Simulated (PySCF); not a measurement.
**BeCl (doublet): density, localisation and related maps**

```xyz
2

Be    0.0000    0.0000   -1.4359
Cl    0.0000    0.0000    0.3701
```

The calculation used PySCF, PBE0/pcseg-2, non-relativistic, at a bond length of 1.806 Å.

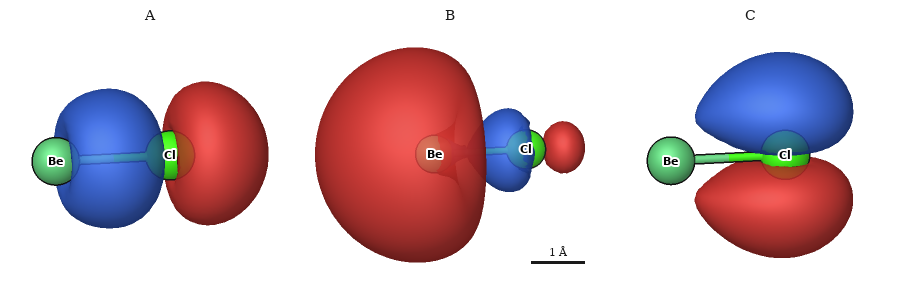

Figure 1. Three frontier β-spin orbitals, each drawn at the value that holds 80 % of its norm (red and blue are the two phases), in no order; of a degenerate pair one member is drawn.

Name the orbitals and rank them from lowest to highest energy.

Answer. Orbital A: σ, occupied in this spin, −11.36 eV; mainly on Cl (85 %).
Orbital C: π, occupied in this spin, −9.68 eV; mainly on Cl (90 %).
Orbital B: σ, empty in this spin, −2.15 eV; mainly on Be (90 %).

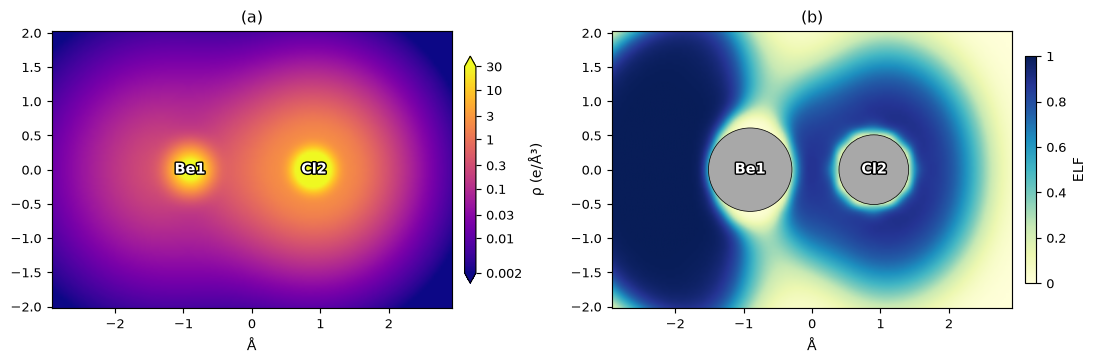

Figure 2. (a) electron density; (b) ELF on a plane that holds the molecular axis. Grey discs cover the atomic cores in the ELF map.

What do the fields say about this system?

Answer.
- Atoms in the plane: Be and Cl.
- Be–Cl (1.81 Å): the density is about 1.1 e/Å³ at the midpoint; the ELF peaks at about 0.90 in the valence shell of Cl, 0.9 Å from its nucleus, and is about 0.90 at the midpoint.
- The ELF also peaks beside Cl2, away from the bonds: non-bonding electrons, paired or unpaired.

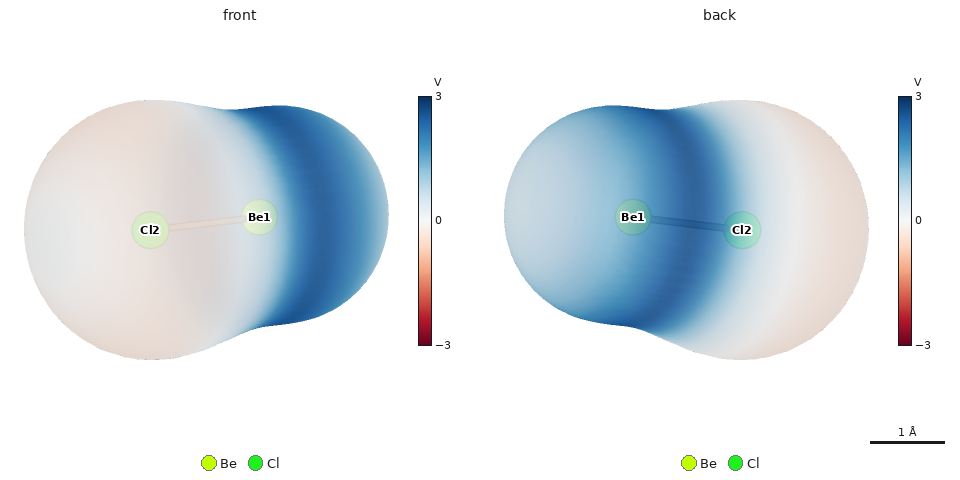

Figure 3. The electrostatic potential painted on the density surface at 0.004 e/bohr³, seen from the front and from behind; red is negative and blue positive.

Where is the surface potential most negative and most positive?

Answer. The most negative region (about −0.3 V) lies over Cl2, the most positive (about +2.6 V, or +60 kcal/mol for a unit charge) over Be1.
